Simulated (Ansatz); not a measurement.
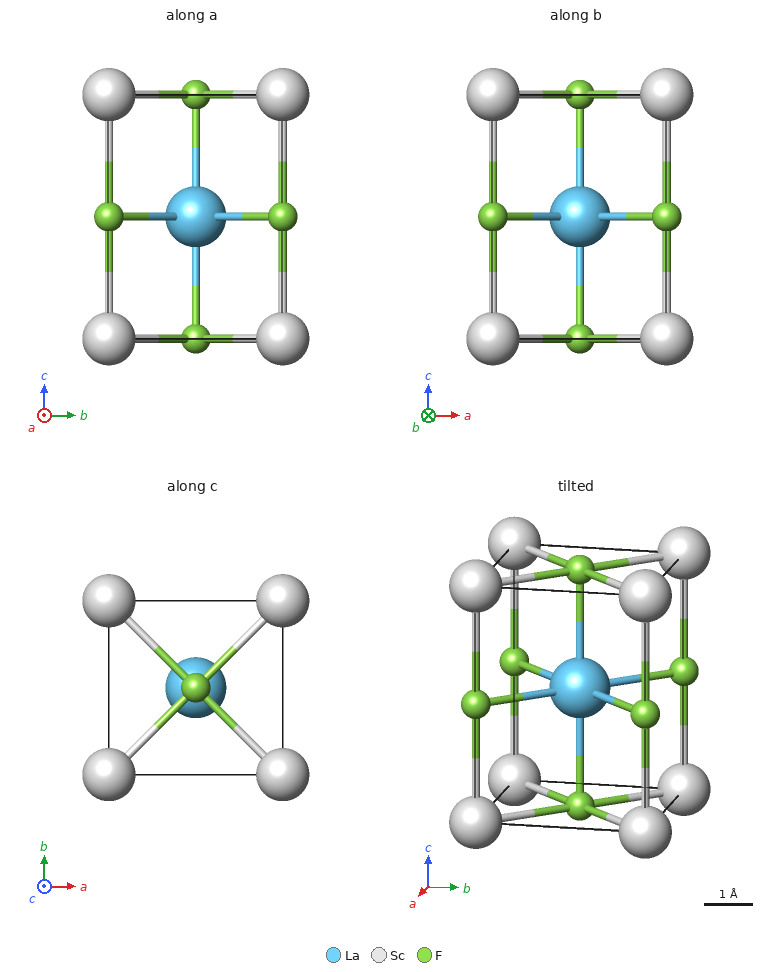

This ball-and-stick model is shown along the a axis, along the b axis, along the c axis and slightly off an axis. The lines enclose the conventional unit cell; boundary atoms appear with their images.

Lattice parameters: a = 3.675 Å, b = 3.675 Å, c = 5.160 Å, α = 90.00°, β = 90.00°, γ = 90.00°.

**Give the atomic positions as a table of Wyckoff sites.**

Space group P4/mmm (No. 123).
```csv
atom,site,x,y,z
La,1d,0.5000,0.5000,0.5000
Sc,1a,0.0000,0.0000,0.0000
F,1b,0.0000,0.0000,0.5000
F,1c,0.5000,0.5000,0.0000
```

The initial geometry was a structure type filled with these elements by a generator (whether the compound takes this form wasn't checked). Earlier steps of the study may have refined or changed the cell and positions. A calculation with Ansatz used it as input.
